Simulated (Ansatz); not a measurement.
Start from TiO2 in the anatase structure (space group I4_1/amd, No. 141; a = 3.739 Å, c = 9.455 Å). Axes: x, y, z lie along a, b, c of the conventional cell.

Modification: tensile biaxial strain of 1.20 % in the plane normal to [001], as in epitaxy on a mismatched substrate; the out-of-plane cell vector and the atoms relax.

Method: LDA (Ansatz, a quantum-chemistry and plane-wave program), no spin-orbit coupling.

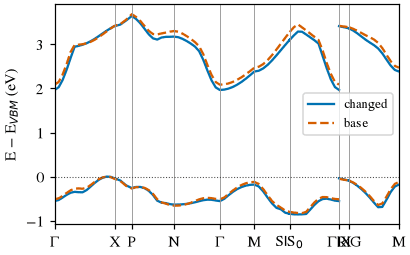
Figure. Highest valence and lowest conduction band along the path, each from its own valence-band maximum

**Question.** From the figure, how large is the changed gap, and is it direct?

**Answer.** About 2.0 eV, indirect, Γ–X (87 % along) → Γ.

No phonon test of stability was made. All final runs are without spin polarisation.
